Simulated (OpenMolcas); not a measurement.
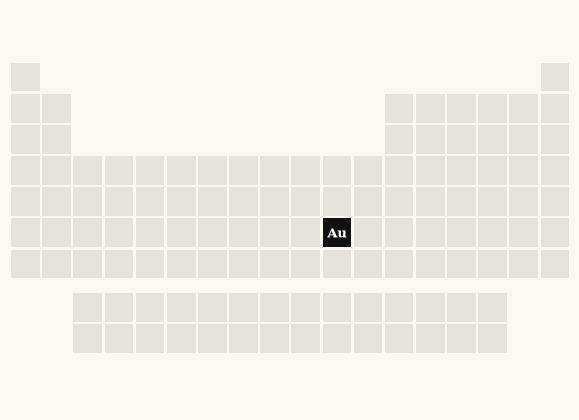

The place of gold in the periodic table.

Run report: Au⁴⁺, multiconfigurational calculation

- system: Au⁴⁺.
- method: state-averaged MS-CASPT2, IPEA shift 0.25, imaginary shift 0.1 hartree, semicore shells correlated, active space 7 electrons in the shell 5d, basis ANO-RCC-VQZP, DKH2 scalar Hamiltonian, spin-orbit coupling by RASSI with atomic mean-field integrals (OpenMolcas)

The input:
```
&GATEWAY
Coord
1

Au 0.0 0.0 0.0
Basis=ANO-RCC-VQZP
Group=XYZ
NoMove
AngMom=0.0 0.0 0.0
AMFI
&SEWARD
&RASSCF
FileOrb=start.orb
Symmetry=1
Spin=4
nActEl=7 0 0
Inactive=15 19
Ras2=5 0
CIRoot=10 10 1
SDav=10
CIMx=300
Iter=120 100
PrWF=0.3
OrbListing=Nothing
MaxOrb=0
Atom
>>> COPY $Project.JobIph JOB001
&RASSCF
FileOrb=start.orb
Symmetry=1
Spin=2
nActEl=7 0 0
Inactive=15 19
Ras2=5 0
CIRoot=40 40 1
SDav=40
CIMx=300
Iter=120 100
PrWF=0.3
OrbListing=Nothing
MaxOrb=0
Atom
>>> COPY $Project.JobIph JOB002
&RASSI
NrOfJobIphs=2 10 40
1 2 3 4 5 6 7 8 9 10
1 2 3 4 5 6 7 8 9 10 11 12 13 14 15 16 17 18 19 20 21 22 23 24 25 26 27
28 29 30 31 32 33 34 35 36 37 38 39 40
IphNames
JOB001
JOB002
EJob
SpinOrbit
DIPRint=1.0
SOCoupling=1000.0
Subsets=2
MEES
Property=10
'ANGMOM' 1 'ANGMOM' 2 'ANGMOM' 3 'MLTPL  1' 1 'MLTPL  1' 2 'MLTPL  1' 3
'AMFI' 1 'AMFI' 2 'AMFI' 3 'MLTPL  2' 6
SOProperty=3
'ANGMOM' 1 'ANGMOM' 2 'ANGMOM' 3
>>> COPY JOB001 $Project.JobIph
&CASPT2
Multistate=10 1 2 3 4 5 6 7 8 9 10
Frozen=14 16
IPAE=0.25
Imaginary=0.1
MaxIter=60
WThr=0.0 0.3 0.05
PrWF=0.5
NoMix
```

The file start.orb holds starting orbitals from an earlier step.

Hardware: 1 thread of Intel Xeon @ 2.50GHz (Skylake/Cascade Lake), 96 GiB of memory available, shared host.

Launched with:
```bash
OMP_NUM_THREADS=1 MOLCAS_MEM=2252 MOLCAS_PROJECT=a pymolcas a.inp > a.log  # once for each step of the input, in one work folder
```

The program's output (extracts):
```
|        MOLCAS_PRINT = 2
  |       MOLCAS_SOURCE = [file]
  |    MOLCAS_STRUCTURE = 0
  |
   -----------------------------------------------------------------------------------------
++ ---------   Input file   ---------
>>> COPY JOB001 $Project.JobIph
&CASPT2
Multistate=10 1 2 3 4 5 6 7 8 9 10
Frozen=14 16
IPAE=0.25
Imaginary=0.1
MaxIter=60
WThr=0.0 0.3 0.05
PrWF=0.5
NoMix
-- ----------------------------------
>>> COPY JOB001 a.JobIph
*** symbolic link created: INPORB -> a.RasOrb
--- Start Module: caspt2 at  ---
()()()()()()()()()()()()()()()()()()()()()()()()()()()()()()()()()()()()()()()()()()()()()()()()()()
                                              &CASPT2
                                   only a single process is used
                       available to each process: 2.3 GB of memory, 1 thread
()()()()()()()()()()()()()()()()()()()()()()()()()()()()()()()()()()()()()()()()()()()()()()()()()()
 ###    ERROR: Unrecognized keyword: IPAE                                    ###
--- Stop Module: caspt2 at  /rc=_RC_INPUT_ERROR_ ---
.####################.
.# User input error #.
.####################.
```

Outcome:

| quantity | value |
| --- | --- |
| outcome | refused by the program |

Diagnosis:

One thing in this input was made wrong on purpose: misspelt keyword. The program refused the input; the driver noted: CASPT2 spin 4: _RC_INPUT_ERROR_.
